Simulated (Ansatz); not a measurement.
## Electronic structure of ClFGe4H9···H in real space

Input

```
crystal:
  periodic: [false, false, false]
  atoms:
    - {symbol: Ge, position_ang: [-0.082525, -0.213005, -0.022578]}
    - {symbol: Ge, position_ang: [0.262506, 2.096197, -0.191307]}
    - {symbol: Ge, position_ang: [0.802958, -1.605194, -1.792652]}
    - {symbol: Ge, position_ang: [-1.672756, -0.982528, 1.631277]}
    - {symbol: Cl, position_ang: [-1.793435, 0.989975, -1.483118]}
    - {symbol: H, position_ang: [1.748984, 1.081354, 1.073744]}
    - {symbol: F, position_ang: [1.588804, -0.163612, 1.181883]}
    - {symbol: H, position_ang: [-0.519716, 3.096269, 0.660777]}
    - {symbol: H, position_ang: [0.971671, 2.724916, -1.391033]}
    - {symbol: H, position_ang: [1.760204, 2.029019, 0.909891]}
    - {symbol: H, position_ang: [1.806039, -2.605563, -1.203049]}
    - {symbol: H, position_ang: [-0.372964, -2.344763, -2.439538]}
    - {symbol: H, position_ang: [1.495330, -0.699588, -2.819603]}
    - {symbol: H, position_ang: [-2.238177, 0.242163, 2.363616]}
    - {symbol: H, position_ang: [-2.793090, -1.729363, 0.899506]}
    - {symbol: H, position_ang: [-0.963934, -1.916376, 2.622083]}
basis:
  gaussian: {orbitals: def2-TZVPP}
hamiltonian: {xc: pbe0, dispersion: d4}
output: {orbitals: {seedname: orbitals}}
```

Command:

```sh
ansatz run in.yaml --threads 4 --pin off --events-out ev --progress --plain --max-ram 41984MiB --backend cuda --devices 0, --max-vram 37GiB
```

A transition-state structure; geometry: PBE0-D4/def2-TZVP.

Level of theory: Ansatz 0.2.0, RKS PBE0-D4/def2-TZVPP.

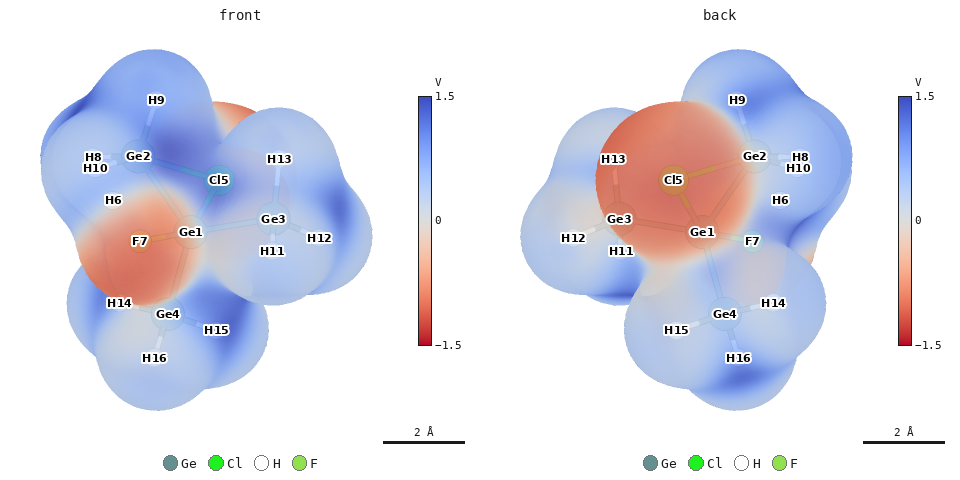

Figure 1. The molecular electrostatic potential painted on the density surface at 0.002 e/bohr³, seen from the front and from behind; the colour scale runs from red (negative) to blue (positive).

> Describe the electrostatic potential map.

The most negative region (about −1.0 V, or −23 kcal/mol for a unit charge) lies over Cl5 and F7, the most positive (about +1.3 V, or +30 kcal/mol for a unit charge) over Ge2, Ge3 and Ge4.

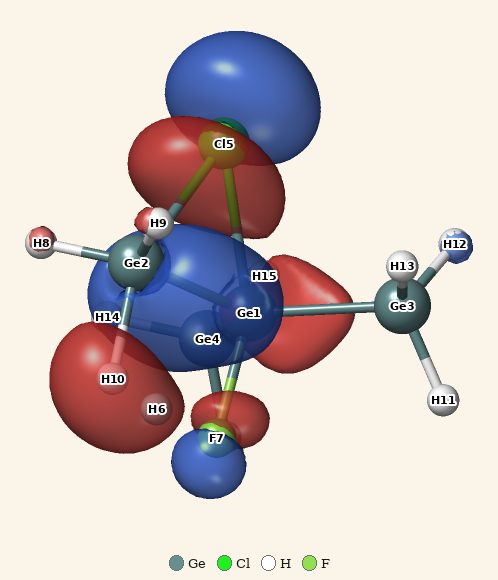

Figure 2. The HOMO at ±0.08 Å⁻³ᐟ² (red and blue are the two phases), seen from one side.

> Where does this orbital lie, and at what energy?

By Hirshfeld shares it lies mainly on Cl5 (about 40 %), Ge2 (about 20 %), Ge1 (about 20 %) and H10 (about 5 %). Its energy is −7.38 eV.

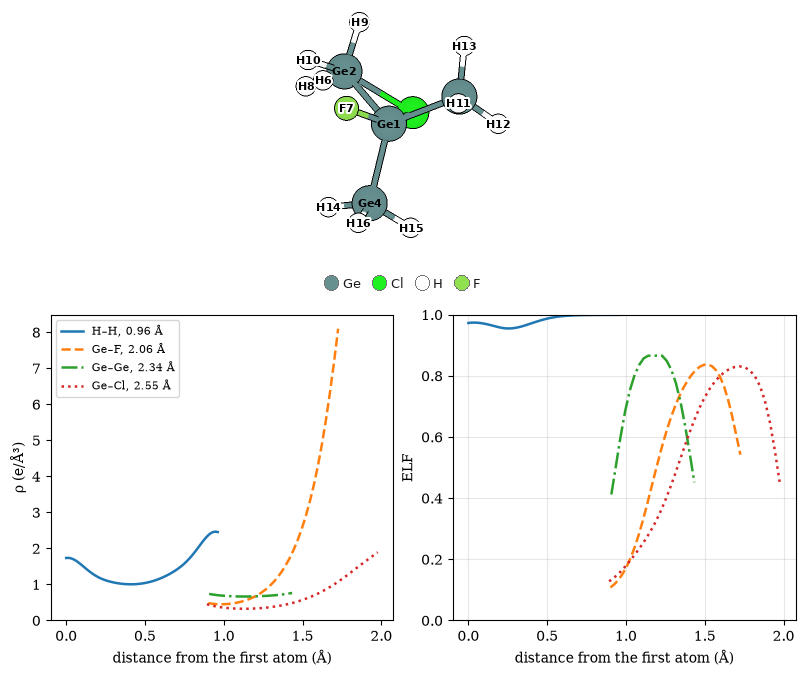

Figure 3. Total electron density and electron localisation function along straight lines between neighbouring atoms. The curves leave out the atomic cores. The structure is drawn too.

> Compare the contacts.

H6···H10 (0.96 Å): the density falls to about 1 e/Å³ on the way; the ELF is about 1 at the midpoint.
Ge–F (2.06 Å): ρ at the midpoint is about 0.46 e/Å³; the ELF peaks at about 0.85 in the valence shell of F, 0.5 Å from its nucleus, and is about 0.20 at the midpoint.
Ge–Ge (2.34 Å): ρ at the midpoint is about 0.67 e/Å³; the ELF peaks at about 0.85 between the atoms: a shared electron pair.
Ge–Cl (2.55 Å): the density is about 0.36 e/Å³ at the midpoint; the ELF peaks at about 0.85 in the valence shell of Cl, 0.8 Å from its nucleus, and is about 0.45 at the midpoint.
